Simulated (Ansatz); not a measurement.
**CCSDT(Q)/STO-3G run of BH3F− (SMILES [BH3-]F)**

Aim: the vertical singlet–triplet gap of BH3F− at CCSDT(Q)/STO-3G, from 2 runs. 

Program for the calculation: Ansatz 0.2.0.

3 further runs of the same task are left out: 1 that didn't finish, 2 set aside as unsound or not needed.

## (1) The molecule

BH3F− has 5 atoms, charge -1, and is taken as a singlet. SMILES: `[BH3-]F`. The coordinates come from a GFN2-xTB relaxation.

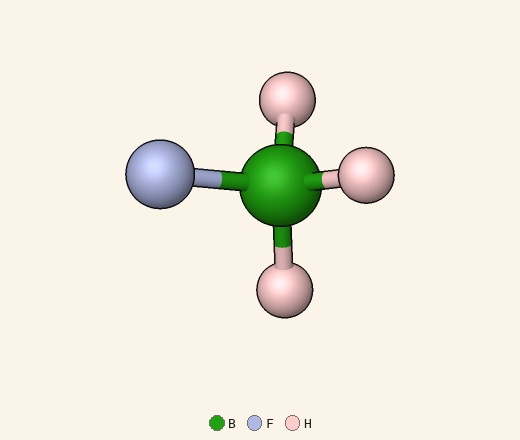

Viewed from a chosen angle; boron green, fluorine light blue, hydrogen pink.

## (2) A single-point energy at CCSDT(Q)/STO-3G

Contents of molecule.yaml:

```yaml
crystal:
  periodic: [false, false, false]
  atoms:
    - {symbol: B, position_ang: [-0.035750, 0.029280, -0.033890]}
    - {symbol: F, position_ang: [0.855550, -0.717910, 0.826970]}
    - {symbol: H, position_ang: [-1.067340, 0.264210, 0.588100]}
    - {symbol: H, position_ang: [-0.274560, -0.651290, -1.027540]}
    - {symbol: H, position_ang: [0.522090, 1.075700, -0.353640]}
basis:
  gaussian: {orbitals: STO-3G}
total_charge: -1
magnetization: {spin_polarized: false}
correlation: {method: ccsdt_q, frozen_orbitals: {B: 1, F: 1, H: 0}}
accuracy: high
scf: {omitted_lower_state_checks: [cluster_reference, increment]}
```

The run is started by

```bash
$ ansatz run molecule.yaml --threads 1 --pin off --max-ram 2610MiB --events-out events.jsonl --progress --plain --runs-dir runs
```

Standard output, shortened:

```text
Warning: RAYON_NUM_THREADS=1 ignored (pool sized by the plan → 1); use --threads N
Functional definition: HF
  name "HF"
[...]
207 factors; integrals over basis functions are off by at most 4.5e-8 eV
[...]
mean field -3375.45648571 eV, -124.0457378832 hartree, gradient 1.5e-8 eV, S^2 0.000000; 0 other end points of the search recorded, 0 dependent functions left out
2 core orbitals not correlated: weight in the atoms' cores, before any rotation towards them, 1.000 or more for the frozen orbitals, at most 0.000 for the correlated occupied ones
reference -3375.45648571 eV, -124.0457378832 hartree; 7, 7 occupied and 4, 4 virtual orbitals, 207 factors
second order -1.47749480 eV of doubles, -0.00000000 eV of singles
cycle   1  -1.83693717 eV  change   -3.6e-1 eV  update   5.1e-2
[...]
cycle  18  -2.07123507 eV  change    1.0e-9 eV  update   1.7e-9
perturbative correction 0.00053655 eV, 0.0000197179 hartree
Total energy: -3377.52718423 eV, -124.1218346503 hartree
Checks for a lower state left out: cluster_reference, increment
```

It took 0.22 s on 1 thread of AMD EPYC 7R43 (Zen 3), shared host.

## (3) The triplet, same level

Contents of run.yaml:

```yaml
crystal:
  periodic: [false, false, false]
  atoms:
    - {symbol: B, position_ang: [-0.035750, 0.029280, -0.033890]}
    - {symbol: F, position_ang: [0.855550, -0.717910, 0.826970]}
    - {symbol: H, position_ang: [-1.067340, 0.264210, 0.588100]}
    - {symbol: H, position_ang: [-0.274560, -0.651290, -1.027540]}
    - {symbol: H, position_ang: [0.522090, 1.075700, -0.353640]}
basis:
  gaussian:
    orbitals: STO-3G
total_charge: -1
magnetization:
  spin_polarized: true
  initial_magnetization: 2
correlation:
  method: ccsdt_q
  frozen_orbitals: {B: 1, F: 1, H: 0}
accuracy: high
scf:
  omitted_lower_state_checks: [cluster_reference, increment]
```

The run is started by

```bash
$ ansatz run run.yaml --threads 1 --pin off --max-ram 2610MiB --events-out events.jsonl --progress --plain --runs-dir runs
```

Standard output:

```text
Warning: RAYON_NUM_THREADS=1 ignored (pool sized by the plan → 1); use --threads N
[... 18 lines left out ...]
2 core orbitals not correlated: weight in the atoms' cores, before any rotation towards them, 1.000 or more for the frozen orbitals, at most 0.000 for the correlated occupied ones
[... 81 lines left out ...]
Total energy: -3364.13779439 eV, -123.6297836494 hartree
Checks for a lower state left out: cluster_reference, increment
```

Run time: 1.8 s. Hardware: 1 thread of AMD EPYC 7R43 (Zen 3), shared host; peak memory 0.087 GiB.

## (4) Outcome

Level: CCSDT(Q)/STO-3G, 2 core orbitals frozen.

| quantity | value |
| --- | --- |
| singlet: total energy | -124.12183 Eh |
| singlet: correlation energy (2 core orbitals frozen) | -76.1 mEh |
| singlet: T1 diagnostic | 0.006 |
| triplet: total energy | -123.62978 Eh |
| triplet: correlation energy (2 core orbitals frozen) | -58.4 mEh |
| triplet: ⟨S²⟩ of the reference determinant | 2.006 |
| triplet: T1 diagnostic | 0.032 |
| vertical energy of the triplet above the singlet | 13.389 eV |

In words: At this shape the triplet lies 13.39 eV (309 kcal/mol) above the singlet. For an anion a state so high probably lies above electron detachment. In a minimal basis such a difference can be off by several eV, whatever the method.
